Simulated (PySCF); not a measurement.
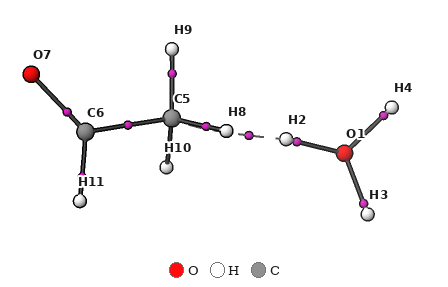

Figure 1: C₂H₇O₂, charge +1, SMILES `[OH3+].CC=O`. Molecular graph of the electron density (QTAIM): bond paths, bond critical points (magenta), ring points (cyan, if any); weak paths are dashed.

Method: B3LYP/cc-pVTZ; geometry: an unrelaxed start of a pair search; program: PySCF.

Cartesian coordinates (Å):

```
O1      -2.8370    0.0478    0.0664
H2      -1.8074    0.0696   -0.0166
H3      -3.2112   -0.8512   -0.0509
H4      -3.2899    0.7053   -0.5028
C5       0.0978    0.0735    0.0299
C6       1.5608   -0.3988   -0.0304
O7       2.4943    0.3320    0.0050
H8      -0.3241   -0.2560   -0.9212
H9       0.0966    1.1574    0.1319
H10     -0.3186   -0.4154    0.9096
H11      1.6454   -1.4962   -0.1183
```

Question: How many critical points of each kind are there, and does the count close?

Answer: 11 nuclei, 10 bond, 0 ring and 0 cage critical points: 11 − 10 + 0 − 0 = 1, as the Poincaré–Hopf relation requires.

Question: Tabulate density, Laplacian, ellipticity and energy density at the bond critical points (atomic units).

Answer:
```tsv
bond	length (Å)	ρ (a.u.)	∇²ρ (a.u.)	ε	H (a.u.)
C6–O7	1.186	0.442	−0.07	0.11	−0.791
O1–H3	0.981	0.341	−2.68	0.02	−0.720
O1–H4	0.981	0.341	−2.68	0.02	−0.721
C6–H11	1.104	0.290	−1.15	0.02	−0.319
C5–H9	1.089	0.288	−1.13	0.02	−0.323
O1–H2	1.033	0.288	−2.11	0.02	−0.582
C5–H10	1.089	0.282	−1.07	0.04	−0.317
C5–H8	1.091	0.279	−1.05	0.05	−0.313
C5–C6	1.539	0.241	−0.58	0.05	−0.203
H2–C5	1.906	0.034	+0.05	0.50	−0.006
```

Question: What kind of interaction is O1–H4?

Answer: Shared-shell (covalent): ρ = 0.341, ∇²ρ = −2.68, H = −0.721 a.u.

Question: Are there bond paths between atoms that aren't covalently bonded?

Answer: Yes: H2–C5 (1.91 Å, ρ = 0.034).
